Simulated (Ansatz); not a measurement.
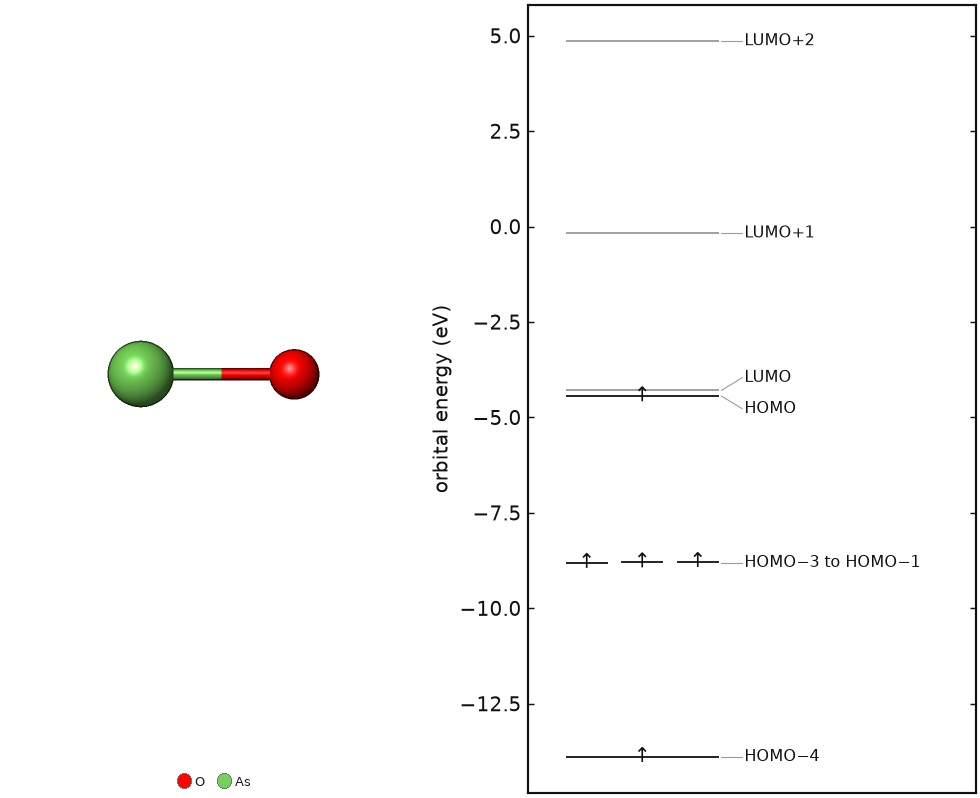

AsO, doublet. Kohn-Sham orbital energies near the frontier (alpha spin), revPBE/def2-TZVPP, the Ansatz code, at a PBE0-D4/def2-TZVP geometry (a minimum by its frequencies), isolated molecule; empty levels in grey, levels within 0.03 eV side by side.

### Where do the highest filled and lowest empty alpha orbitals lie?

HOMO at −4.44 eV, LUMO at −4.29 eV, 0.15 eV apart.

### And the beta frontier levels?

Beta HOMO −8.02 eV, beta LUMO −3.98 eV.

### List the levels.

| orbital | energy (eV) |
| --- | --- |
| LUMO+2 | 4.86 |
| LUMO+1 | −0.17 |
| LUMO | −4.29 |
| HOMO | −4.44 |
| HOMO−1 | −8.78 |
| HOMO−2 | −8.79 |
| HOMO−3 | −8.81 |
| HOMO−4 | −13.89 |

Note: no scalar relativity up to krypton; empty levels above zero depend strongly on the basis.
